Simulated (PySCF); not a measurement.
# C4H4FNSe: what the fields show

```yaml
atoms:
  - { symbol: C, position_ang: [-1.9903, -0.0197, 0.1057] }
  - { symbol: C, position_ang: [-0.5103, 0.0303, 0.0412] }
  - { symbol: N, position_ang: [0.2309, -0.9431, -0.3119] }
  - { symbol: C, position_ang: [1.5619, -0.6966, -0.3128] }
  - { symbol: C, position_ang: [1.9253, 0.5538, 0.0641] }
  - { symbol: F, position_ang: [3.1721, 1.0125, 0.1390] }
  - { symbol: Se, position_ang: [0.4616, 1.6380, 0.4941] }
  - { symbol: H, position_ang: [-2.3182, -1.0462, -0.0348] }
  - { symbol: H, position_ang: [-2.3450, 0.3494, 1.0667] }
  - { symbol: H, position_ang: [-2.4249, 0.6021, -0.6769] }
  - { symbol: H, position_ang: [2.2423, -1.4778, -0.6003] }
```

Geometry: GFN2-xTB.

Theory: CAM-B3LYP/def2-SVPD, SCF density, gas phase in PySCF.

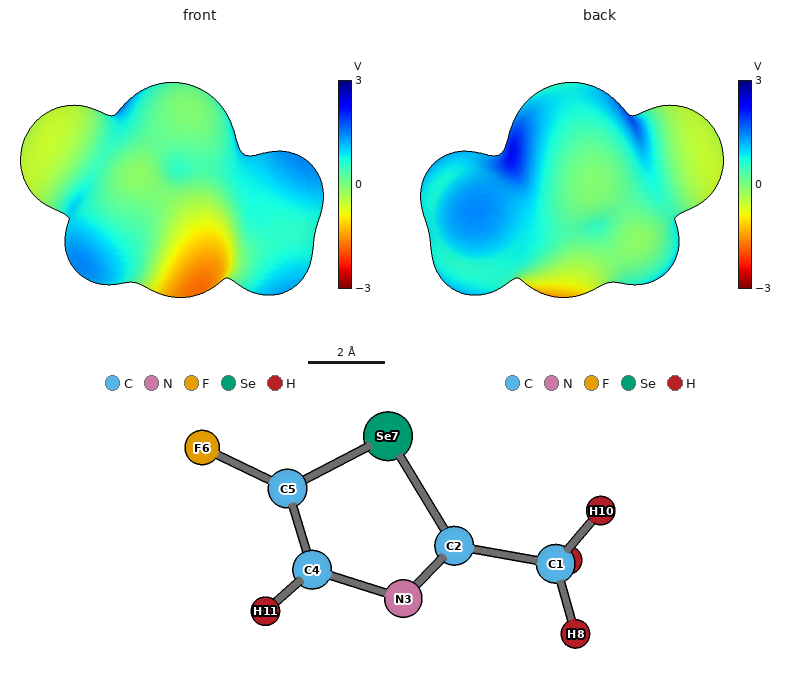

Figure 1. The electrostatic potential painted on the density surface at 0.004 e/bohr³, seen from the front and from behind; the colour scale runs from red (negative) to blue (positive). The bare structure is drawn below in the same view.

**Where is the surface potential most negative and most positive?**

The most negative region (about −1.7 V, or −39 kcal/mol for a unit charge) lies over N3, the most positive (about +2.1 V, or +48 kcal/mol for a unit charge) over C1 and Se7. N3 is the likeliest acceptor of a hydrogen bond.

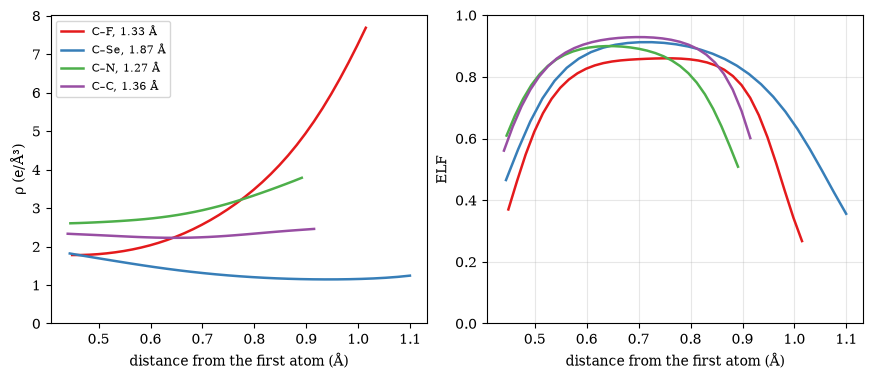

Figure 2. Electron density and electron localisation function along straight lines between neighbouring atoms. The curves leave out the atomic cores.

**What kind of bonding do the profiles show?**

C–F (1.33 Å): ρ at the midpoint is about 2.3 e/Å³; the ELF peaks at about 0.85 between the atoms, as expected for a polar covalent bond.
C–Se (1.87 Å): the density is about 1.1 e/Å³ at the midpoint; the ELF peaks at about 0.90 between the atoms; localised, covalent bonding.
C–N (1.27 Å): ρ is about 2.8 e/Å³ halfway; the ELF peaks at about 0.90 between the atoms; a covalent bond.
C–C (1.36 Å): the density is about 2.2 e/Å³ at the midpoint; the ELF peaks at about 0.95 between the atoms; a covalent bond.
